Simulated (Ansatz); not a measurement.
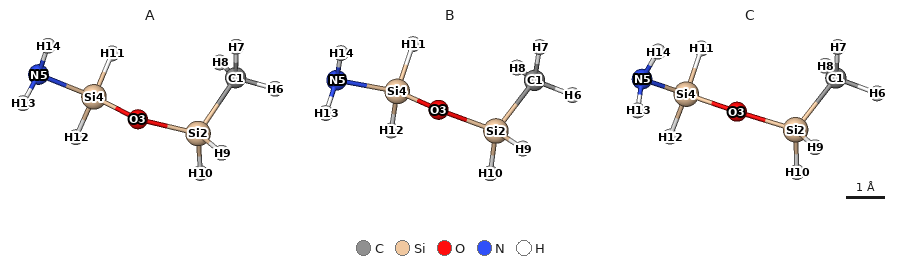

3 geometries from one relaxation of CH9NOSi2, in shuffled order. The picture is a ball-and-stick view, seen at a tilt.

The run prepares an end point of a later path (torsion) calculation, from a guessed geometry.

The calculation used RKS PBE-D4/STO-3G (Ansatz 0.2.0). (no spin polarisation; force threshold 0.015 eV/Å; at most 40 steps)

**Order the frames from highest to lowest energy.**

C, A, B. They are steps 0, 3, 13, at +1.146 eV, +0.063 eV relative to the last. H12 moves most after the best rigid fit: 0.59 Å. By element the largest moves are H 0.59 Å, O 0.52 Å, Si 0.33 Å, N 0.23 Å, C 0.16 Å. Among the contacts that change: Si4–N5 1.619 → 1.784 Å, Si2–O3 1.632 → 1.714 Å, Si4–H11 1.535 → 1.464 Å, C1–H6 1.170 → 1.103 Å. Among the angles between lasting bonds that change: Si2–O3–Si4 142.7° → 114.8°, O3–Si4–H11 107.3° → 111.7°, Si4–N5–H13 104.3° → 108.3°. After 13 geometry steps the energy has fallen by 1.146 eV. Largest force component: 7.7 eV/Å at the start, 0.01 eV/Å at the end. Cost: 20 s on 1 thread of AMD EPYC 9R45 96-Core Processor (Zen 5), with other jobs on the host, peak memory 0.17 GiB.

Limits of the set-up: STO-3G is a minimal basis, so the numbers are rough.
